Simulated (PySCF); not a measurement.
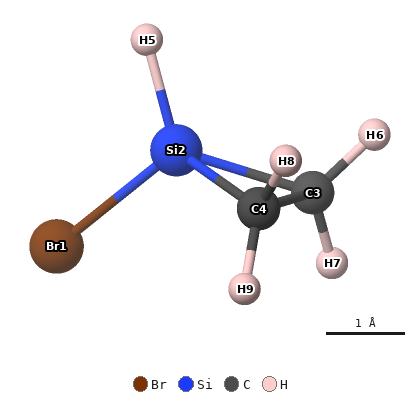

Figure 1. The structure as given in the input (ball-and-stick view, seen at a tilt; atoms are numbered from 1 in the order of the input). Bond lengths as drawn: Br–Si 2.21 Å, C–C 1.55 Å, C–H 1.10 Å, C–Si 1.85 Å and H–Si 1.48 Å.

# What a change does: excited-state calculation on C$_{2}$H$_{5}$BrSi

System: C$_{2}$H$_{5}$BrSi.
Method of the first run: TDDFT B3LYP/def2-SVPD, vertical, gas phase, core orbitals frozen in the response (PySCF 2.14.0).

The geometry comes from this level: PBE0-D3(BJ)/def2-SVP. Text and figures count atoms from 1; the logs count them from 0 in places.

### The input, the first run
```
{"job": {"kind": "uv", "xc": "B3LYP", "basis": "def2-SVPD", "ip": true}, "charge": 0, "multiplicity": 1}
Br     2.284679     1.363609    -1.080703
Si     0.815362     0.563618     0.368631
C     -0.089358    -0.992560    -0.038950
C     -0.930770     0.306362    -0.171403
H      1.162681     0.932411     1.759167
H     -0.368764    -1.683835     0.764424
H      0.145662    -1.512024    -0.974571
H     -1.745368     0.445130     0.548838
H     -1.219646     0.593526    -1.188601
```

The first line tells a small driver script what to run in PySCF; the rest is the geometry in Å.

Launched with:
```bash
OMP_NUM_THREADS=1 python <driver script> task.json out
```

Hardware: 1 CPU thread, shared host.

### Output (the first run)
```
coarse grid: 36464 points
cycle   1  E = -2942.4175158589  dE = -7.292e-01  |g| = 4.341e-01  |ddm| = 3.836e+00
cycle   2  E = -2942.3419697436  dE =  7.555e-02  |g| = 6.517e-01  |ddm| = 1.298e+00
cycle   3  E = -2942.4680550852  dE = -1.261e-01  |g| = 5.637e-02  |ddm| = 8.137e-01
cycle   4  E = -2942.4690061293  dE = -9.510e-04  |g| = 1.945e-02  |ddm| = 1.233e-01
cycle   5  E = -2942.4691091555  dE = -1.030e-04  |g| = 7.669e-03  |ddm| = 3.663e-02
cycle   6  E = -2942.4691210072  dE = -1.185e-05  |g| = 8.718e-04  |ddm| = 1.078e-02
cycle   7  E = -2942.4691212242  dE = -2.170e-07  |g| = 2.198e-04  |ddm| = 1.534e-03
final grid: 74280 points
cycle   8  E = -2942.4690484604  dE = -4.515e-08  |g| = 2.447e-04  |ddm| = 4.392e-03
cycle   9  E = -2942.4690484490  dE =  1.148e-08  |g| = 3.043e-04  |ddm| = 8.854e-04
cycle  10  E = -2942.4690484795  dE = -3.058e-08  |g| = 3.624e-05  |ddm| = 4.851e-04
cycle  11  E = -2942.4690484798  dE = -2.738e-10  |g| = 6.015e-06  |ddm| = 4.212e-05
converged SCF energy = -2942.4690484798

Static polarisability (au): isotropic 72.444, principal 61.242 65.941 90.150

Singlet excitations
state   eV       nm        f      main configurations
  1   5.2656    235.5   0.00191   H->L 0.99
  2   6.2519    198.3   0.07223   H->L+1 0.75, H-1->L 0.22
  3   6.3232    196.1   0.00673   H->L+2 0.96
  4   6.5042    190.6   0.00377   H->L+3 0.95
  5   6.5976    187.9   0.11635   H-1->L 0.74, H->L+1 0.18
  6   6.8920    179.9   0.00028   H->L+4 0.93
  7   7.1597    173.2   0.00368   H-1->L+1 0.51, H-2->L 0.47
  8   7.2067    172.0   0.00497   H-2->L 0.50, H-1->L+1 0.45
  9   7.3501    168.7   0.00159   H->L+5 0.61, H-3->L 0.34
 10   7.4722    165.9   0.04936   H-3->L 0.53, H->L+5 0.25, H-1->L+2 0.12

Triplet excitations (Tamm-Dancoff, eV): 4.7924 5.1894 6.0828 6.1186
Vertical ionisation energy (delta-SCF) = 9.0260 eV
```

The second run used a changed input.

### The two runs side by side

| quantity | the first run | the second run |
| --- | --- | --- |
| outcome | converged | converged |
| total energy (hartree) | −2942.469048 | −2941.926186 |
| HOMO (eV) | −6.82 | −9.66 |
| LUMO (eV) | −0.54 | 1.72 |
| dipole moment (D) | 1.34 | 1.38 |
| lowest excitation (eV) | 5.27 | 5.99 |
| SCF iterations | 11 | 11 |
| strongest computed line (eV) | 6.60 | 7.28 |
| basis functions | 145 | 145 |
| wall time (shared host) | 42 s | 59 s |

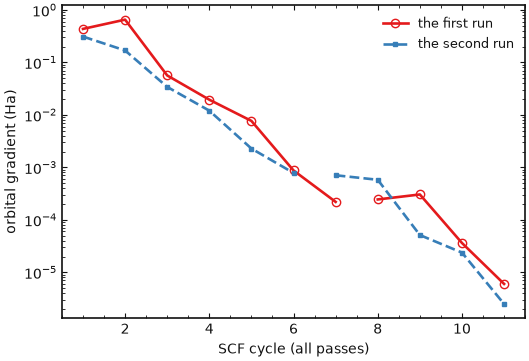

Figure 2. Convergence of the two runs: orbital gradient against the SCF cycle. A break in a curve parts two SCF passes (coarse and final grid). The first run takes 11 cycles in all, and the second run takes 11.

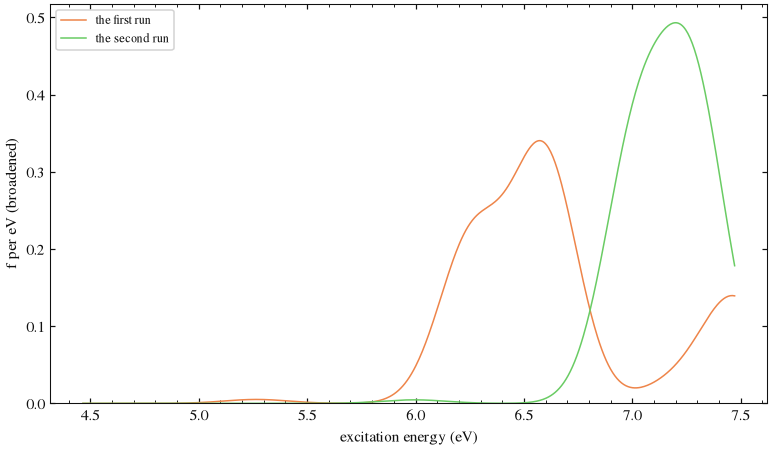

Figure 3. Absorption of the two runs from their computed states, each broadened by a Gaussian of 0.35 eV full width; the range ends where the shorter list of states ends.

Which change of the input explains these differences?

The change (lines with − go, lines with + come):
```diff
-"xc": "B3LYP"
+"xc": "LC-wPBE"
```

The total energies belong to different methods, so their difference says nothing on which is more stable or more accurate. The HOMO goes from −6.82 to −9.66 eV. The LUMO goes from −0.54 to 1.72 eV. The dipole moment goes from 1.34 to 1.38 D. The lowest excitation goes from 5.27 to 5.99 eV. The strongest computed line goes from 6.60 to 7.28 eV. The functional changes from B3LYP to LC-wPBE. The number of SCF iterations is the same.

### Output (the second run)
```
coarse grid: 36464 points
cycle   1  E = -2941.8956232831  dE = -6.025e-01  |g| = 3.103e-01  |ddm| = 3.624e+00
cycle   2  E = -2941.9180244468  dE = -2.240e-02  |g| = 1.687e-01  |ddm| = 7.042e-01
cycle   3  E = -2941.9258341395  dE = -7.810e-03  |g| = 3.407e-02  |ddm| = 2.811e-01
cycle   4  E = -2941.9262182618  dE = -3.841e-04  |g| = 1.202e-02  |ddm| = 7.023e-02
cycle   5  E = -2941.9262591412  dE = -4.088e-05  |g| = 2.281e-03  |ddm| = 2.117e-02
cycle   6  E = -2941.9262614792  dE = -2.338e-06  |g| = 7.822e-04  |ddm| = 6.203e-03
final grid: 74280 points
cycle   7  E = -2941.9261860525  dE = -2.830e-07  |g| = 7.068e-04  |ddm| = 3.867e-03
cycle   8  E = -2941.9261861219  dE = -6.941e-08  |g| = 5.799e-04  |ddm| = 1.441e-03
cycle   9  E = -2941.9261862007  dE = -7.883e-08  |g| = 5.131e-05  |ddm| = 6.372e-04
cycle  10  E = -2941.9261862037  dE = -2.960e-09  |g| = 2.375e-05  |ddm| = 1.878e-04
cycle  11  E = -2941.9261862040  dE = -3.142e-10  |g| = 2.496e-06  |ddm| = 6.543e-05
converged SCF energy = -2941.9261862040

Static polarisability (au): isotropic 69.271, principal 58.868 63.309 85.635

Singlet excitations
state   eV       nm        f      main configurations
  1   5.9939    206.9   0.00172   H->L 0.71, H->L+4 0.09, H->L+2 0.08
  2   7.0151    176.7   0.11927   H->L+1 0.69, H-1->L 0.17
  3   7.2752    170.4   0.13782   H-1->L 0.56, H->L+1 0.19
  4   7.3051    169.7   0.00265   H->L+2 0.61, H->L+7 0.10, H->L+4 0.10
  5   7.3533    168.6   0.00919   H->L+3 0.48, H->L+7 0.19
  6   7.8600    157.7   0.00097   H->L+6 0.47, H-1->L+1 0.21, H->L+2 0.10
  7   7.9256    156.4   0.00473   H-2->L 0.56, H-1->L+1 0.10, H->L+4 0.09
  8   8.1609    151.9   0.00109   H-1->L+1 0.44, H-2->L 0.14, H->L+6 0.12
  9   8.3632    148.2   0.00976   H->L+5 0.40, H->L+8 0.34
 10   8.3790    148.0   0.04882   H-3->L 0.57

Triplet excitations (Tamm-Dancoff, eV): 5.3718 5.5234 6.6563 6.6701
Vertical ionisation energy (delta-SCF) = 9.2993 eV
```

For both runs: Spin–orbit coupling is left out, which matters for the heavy atoms.
